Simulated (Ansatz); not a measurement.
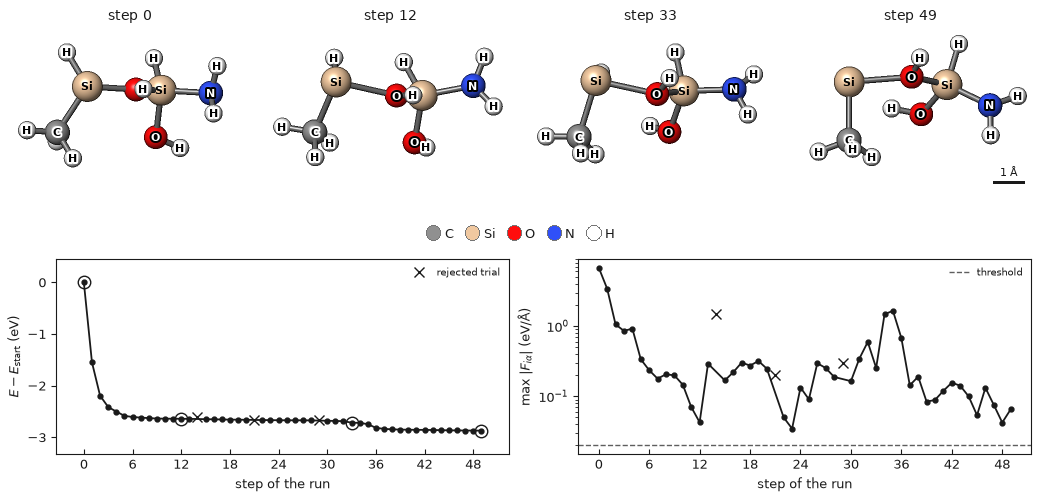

Frames of a relaxation of CH9NO2Si2, marked on the history of the run. Style: ball-and-stick. Shown at a tilt.

The run prepares an end point of a later path (hydrogen shift) calculation, from a guessed geometry.

Method: RKS PBE/6-31G* in Ansatz.

Input file:
```yaml
crystal:
  periodic: [false, false, false]
  atoms:
    - { symbol: C, position_ang: [-0.5568, -1.8576, 1.6112] }
    - { symbol: Si, position_ang: [0.6981, -1.5163, 0.3286] }
    - { symbol: O, position_ang: [0.3683, -0.2071, -0.6589] }
    - { symbol: Si, position_ang: [0.3688, 1.4308, -0.5252] }
    - { symbol: "N", position_ang: [-0.0822, 1.9512, -2.0869] }
    - { symbol: O, position_ang: [-1.0157, 1.8978, 0.3492] }
    - { symbol: H, position_ang: [-0.3457, -2.6925, 2.2076] }
    - { symbol: H, position_ang: [-1.542, -1.9606, 1.1246] }
    - { symbol: H, position_ang: [-0.6975, -0.9433, 2.321] }
    - { symbol: H, position_ang: [0.22047, -0.8544, -1.39324] }
    - { symbol: H, position_ang: [2.0029, -1.3153, 1.0155] }
    - { symbol: H, position_ang: [1.5562, 2.0648, -0.0429] }
    - { symbol: H, position_ang: [-0.8481, 1.3594, -2.4476] }
    - { symbol: H, position_ang: [0.7016, 1.8049, -2.6416] }
    - { symbol: H, position_ang: [-1.4616, 2.6446, -0.0147] }
basis:
  gaussian: { orbitals: "6-31G*" }
hamiltonian:
  xc: pbe
relax:
  f_tol: 0.02
  max_steps: 50
```

Command:
```bash
ansatz run input.yaml --threads 2 --pin off --max-ram 3072MiB --backend cpu --events-out ev --progress --plain --runs-dir out
```

What happens along the run?

Answer. The relaxation stopped without meeting its thresholds, so the last structure isn't shown to be converged. It used up its limit of 50 steps. Over 46 accepted moves (49 points after the start) the energy falls by 2.869 eV. Largest force component: 6.8 eV/Å at the start, 0.065 eV/Å at the end. The line search rejected the trial steps at points 14, 21, 29 of the run. The atom that moves furthest after the best rigid fit is H15 (2.62 Å). Largest moves by element: H 2.62 Å, O 0.90 Å, Si 0.75 Å, N 0.55 Å, C 0.48 Å. Among the contacts that change: Si2–H10 1.906 → 2.561 Å, Si2–O3 1.673 → 2.064 Å, Si2–Si4 3.086 → 3.458 Å, C1–Si2 1.827 → 1.938 Å. Bond angles that change, for instance: Si2–O3–H10 87.5° → 109.4°, O3–Si2–H11 109.9° → 89.1°, C1–Si2–O3 115.2° → 94.8°. The run took 3.3 min on 2 threads of AMD EPYC 7R43 64-Core Processor (Zen 3) (shared host), peak memory 0.18 GiB. From step 0 to 12: H13 moves most (0.85 Å), energy −2.640 eV. From step 12 to 33: H15 moves most (1.43 Å), energy −0.075 eV. From step 33 to 49: H15 moves most (0.98 Å), energy −0.155 eV.

```json
{"step": "0", "E − E(0), eV": "0.0000", "largest force component, eV/Å": "6.7956", "note": ""}
{"step": "1", "E − E(0), eV": "-1.5469", "largest force component, eV/Å": "3.4076", "note": ""}
{"step": "2", "E − E(0), eV": "-2.1928", "largest force component, eV/Å": "1.0562", "note": ""}
{"step": "3", "E − E(0), eV": "-2.4118", "largest force component, eV/Å": "0.8556", "note": ""}
{"step": "4", "E − E(0), eV": "-2.5000", "largest force component, eV/Å": "0.9201", "note": ""}
{"step": "5", "E − E(0), eV": "-2.5821", "largest force component, eV/Å": "0.3373", "note": ""}
{"step": "6", "E − E(0), eV": "-2.6055", "largest force component, eV/Å": "0.2355", "note": ""}
{"step": "7", "E − E(0), eV": "-2.6165", "largest force component, eV/Å": "0.1786", "note": ""}
{"step": "8", "E − E(0), eV": "-2.6267", "largest force component, eV/Å": "0.2062", "note": ""}
{"step": "9", "E − E(0), eV": "-2.6348", "largest force component, eV/Å": "0.1989", "note": ""}
{"step": "10", "E − E(0), eV": "-2.6377", "largest force component, eV/Å": "0.1461", "note": ""}
{"step": "12", "E − E(0), eV": "-2.6399", "largest force component, eV/Å": "0.0427", "note": ""}
{"step": "14", "E − E(0), eV": "-2.6006", "largest force component, eV/Å": "1.4694", "note": "rejected"}
{"step": "16", "E − E(0), eV": "-2.6503", "largest force component, eV/Å": "0.2203", "note": ""}
{"step": "18", "E − E(0), eV": "-2.6561", "largest force component, eV/Å": "0.2742", "note": ""}
{"step": "20", "E − E(0), eV": "-2.6601", "largest force component, eV/Å": "0.2472", "note": ""}
{"step": "22", "E − E(0), eV": "-2.6645", "largest force component, eV/Å": "0.0500", "note": ""}
{"step": "24", "E − E(0), eV": "-2.6678", "largest force component, eV/Å": "0.1336", "note": ""}
{"step": "26", "E − E(0), eV": "-2.6693", "largest force component, eV/Å": "0.2958", "note": ""}
{"step": "28", "E − E(0), eV": "-2.6711", "largest force component, eV/Å": "0.1889", "note": ""}
{"step": "31", "E − E(0), eV": "-2.6815", "largest force component, eV/Å": "0.3439", "note": ""}
{"step": "33", "E − E(0), eV": "-2.7144", "largest force component, eV/Å": "0.2540", "note": ""}
{"step": "35", "E − E(0), eV": "-2.7429", "largest force component, eV/Å": "1.6468", "note": ""}
{"step": "37", "E − E(0), eV": "-2.8352", "largest force component, eV/Å": "0.1437", "note": ""}
{"step": "39", "E − E(0), eV": "-2.8490", "largest force component, eV/Å": "0.0840", "note": ""}
{"step": "41", "E − E(0), eV": "-2.8543", "largest force component, eV/Å": "0.1198", "note": ""}
{"step": "43", "E − E(0), eV": "-2.8579", "largest force component, eV/Å": "0.1416", "note": ""}
{"step": "45", "E − E(0), eV": "-2.8637", "largest force component, eV/Å": "0.0538", "note": ""}
{"step": "47", "E − E(0), eV": "-2.8671", "largest force component, eV/Å": "0.0753", "note": ""}
{"step": "49", "E − E(0), eV": "-2.8691", "largest force component, eV/Å": "0.0652", "note": ""}
```
